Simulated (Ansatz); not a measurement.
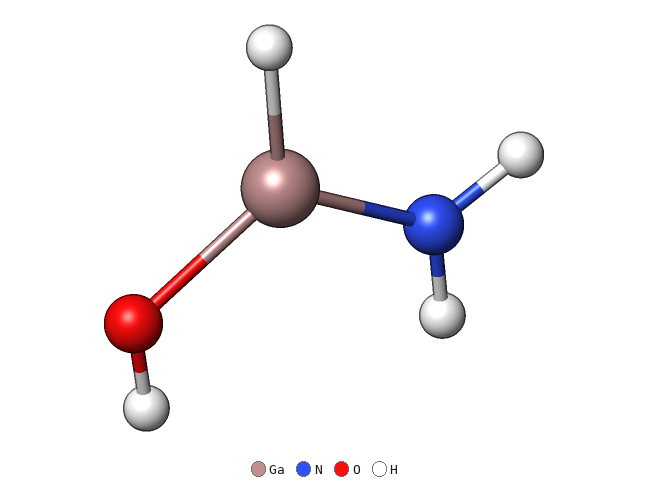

Harmonic vibrations computed with RKS PBE0-D4/def2-TZVP (Ansatz 0.2.0) at a stationary point of the same level.

### Is this a minimum or a saddle point?

A minimum: no imaginary frequency, and the lowest mode lies at 171 cm⁻¹.

### How many vibrational modes are there, and where do they lie?

15 modes: 171, 190, 314, 361, 535, 559, 685, 716, 745, 839, 1563, 2058, 3621, 3726, 3909 cm⁻¹.
